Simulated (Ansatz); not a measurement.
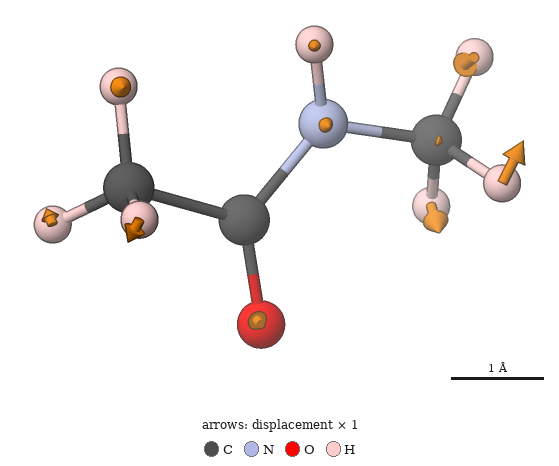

A relaxation of C3H7NO (coarse preliminary run). The starting structure is drawn; orange arrows show the displacements, at their true length. The two geometries are superimposed by the best rigid fit.

The picture is a ball-and-stick view, seen at a tilt.

The start comes from a force field.

Computed with RKS PBE-D4/def2-SVP in Ansatz 0.2.0.

The input:
```yaml
crystal:
  periodic: [false, false, false]
  atoms:
    - {symbol: C, position_ang: [-1.318400, 0.818000, 0.994000]}
    - {symbol: N, position_ang: [-0.381800, -0.088900, 0.535700]}
    - {symbol: C, position_ang: [0.236400, 0.083200, -0.680500]}
    - {symbol: C, position_ang: [1.418300, -0.926800, -0.937100]}
    - {symbol: O, position_ang: [0.018200, 0.976300, -1.476000]}
    - {symbol: H, position_ang: [-2.013000, 1.174300, 0.149700]}
    - {symbol: H, position_ang: [-0.826400, 1.746400, 1.379400]}
    - {symbol: H, position_ang: [-1.924400, 0.416200, 1.764700]}
    - {symbol: H, position_ang: [0.024900, -0.699300, 1.261800]}
    - {symbol: H, position_ang: [2.324800, -0.470700, -0.765000]}
    - {symbol: H, position_ang: [1.242700, -1.292000, -1.942700]}
    - {symbol: H, position_ang: [1.275600, -1.791800, -0.249900]}
basis:
  gaussian: {orbitals: def2-SVP}
hamiltonian: {xc: pbe, dispersion: d4}
relax: {f_tol: 0.03, max_steps: 200}
```

Command:
```bash
ansatz run in.yaml --threads 4 --pin off --events-out ev --progress --plain --max-ram 10444MiB
```

What happened in the run?

Answer. The energy falls by 45.2 kJ/mol in 13 accepted moves (15 points after the start). Largest force component: 4.4 eV/Å at the start, 0.029 eV/Å at the end. The line search rejected the trial steps at points 10, 12 of the run. The forces were under the threshold at step 11, but the run went on from there. The atom that moves furthest after the best rigid fit is H7 (0.53 Å). By element the largest moves are H 0.53 Å, O 0.27 Å, N 0.15 Å, C 0.08 Å. Near-neighbour distances that change, for instance: C4–H10 1.029 → 1.109 Å, C1–N2 1.382 → 1.445 Å, C1–H8 1.060 → 1.112 Å, C3–C4 1.576 → 1.524 Å. Bond angles that change, for instance: H10–C4–H11 116.6° → 106.9°, C3–C4–H12 107.5° → 114.3°, N2–C1–H6 111.7° → 106.7°. Groups turn about C1–N2 by about 30°.
